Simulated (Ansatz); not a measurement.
**HfS2, pressure series**

Consider HfS2 in the CdI2 type structure (space group P-3m1, No. 164; a = 3.547 Å, c = 5.577 Å; layered, stacked along the Cartesian z axis).

Cell and atoms are relaxed at each pressure.

Level of theory: Ansatz (a quantum-chemistry and plane-wave program) PBEsol-D3(BJ), no spin-orbit coupling.

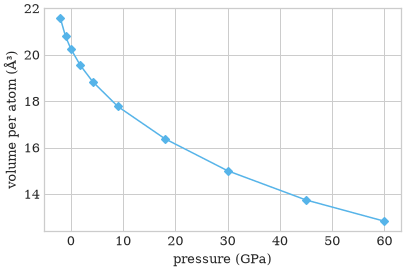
Fig. 1. Volume per atom against pressure

```
pressure (GPa)  volume per atom
--------------  ---------------
-2                     21.58 Å³
-1                     20.79 Å³
1.8                    19.55 Å³
4.2                    18.84 Å³
9                      17.77 Å³
18                     16.38 Å³
30                     15.00 Å³
45                     13.74 Å³
60                     12.83 Å³
```

A case with no gap was solved on a k-mesh chosen for an insulator, which is coarse for it. Load acts through the strain it causes; cell and atoms are relaxed under it. No phonon test of stability was made. No other phases were tried under pressure. The final runs are not spin-polarised.
